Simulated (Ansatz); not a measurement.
```cif
data_structure
_symmetry_space_group_name_H-M 'P 1'
_symmetry_Int_Tables_number 1
_cell_length_a 5.1552
_cell_length_b 5.1552
_cell_length_c 5.1552
_cell_angle_alpha 90.000
_cell_angle_beta 90.000
_cell_angle_gamma 90.000
_cell_volume 137.01
loop_
_atom_site_label
_atom_site_type_symbol
_atom_site_fract_x
_atom_site_fract_y
_atom_site_fract_z
_atom_site_occupancy
Ge1 Ge 0.50000 0.00000 0.00000 1
Ge2 Ge 0.00000 0.50000 0.00000 1
Ge3 Ge 0.00000 0.00000 0.50000 1
Ge4 Ge 0.50000 0.50000 0.50000 1
W1 W 0.00000 0.00000 0.00000 1
W2 W 0.50000 0.50000 0.00000 1
W3 W 0.50000 0.00000 0.50000 1
W4 W 0.00000 0.50000 0.50000 1
```

Space group Fm-3m; a generated structure, not necessarily the stable one; computed pressure about −7 GPa in this cell.

Theory: Kohn-Sham DFT of a periodic cell, PBE0, spin-orbit coupling, Ansatz PAW in Ansatz.

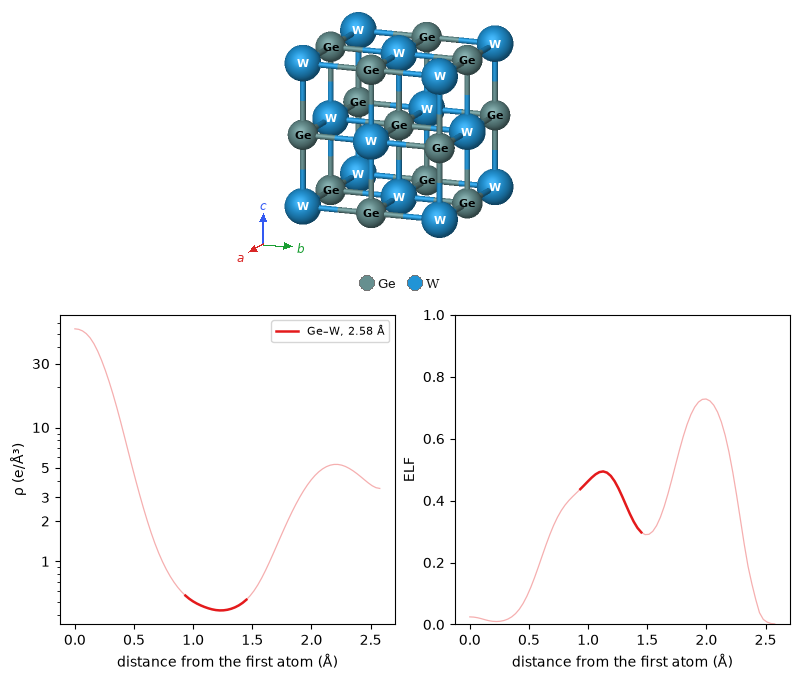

GeW. Valence pseudo-density and ELF along straight lines between neighbouring atoms. Thin, pale parts lie inside the atomic spheres. The structure is drawn too.

The density is the valence pseudo-density of a PAW calculation; it isn't the true density close to the nuclei.

Question: What can be read from the curves?

Answer: Ge–W (2.58 Å): ρ at the midpoint is about 0.43 e/Å³; the ELF is about 0.40 at the midpoint.
